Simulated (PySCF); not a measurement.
Molecule: SMILES OC[SiH2]SC. Atoms near the plane z = 0.0 Å, at the GFN2-xTB optimised geometry (x, y, z in Å): C1 (2.2, -1.3, 0.1), S2 (0.4, -1.5, 0.1), Si3 (-0.3, 0.5, 0.0), C4 (-2.2, 0.5, 0.0), O5 (-2.7, 1.8, 0.0), H6 (2.7, -2.2, 0.2), H7 (2.5, -0.6, 0.9), H8 (2.5, -0.8, -0.8), H11 (-2.6, -0.1, 0.8), H12 (-2.6, 0.0, -0.9), H13 (-2.4, 2.2, 0.8).

Method: PBE/def2-TZVP (PySCF 2.14.0). Cells within 0.4 Å of a nucleus heavier than hydrogen are left out (blank, or x). The values are rescaled to run from 0 to 1.

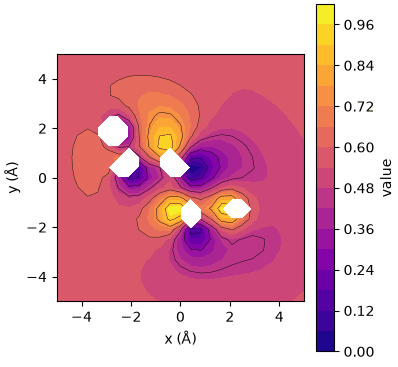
*a field on the plane z = 0.0 Å.*

### Question
Which quantity is mapped?
(A) deformation density (molecule minus spherical neutral atoms)
(B) log10 of the electron density
(C) electrostatic potential
(D) an orbital amplitude

### Answer
D, an orbital amplitude. In full: LUMO amplitude (bohr^(-3/2)).
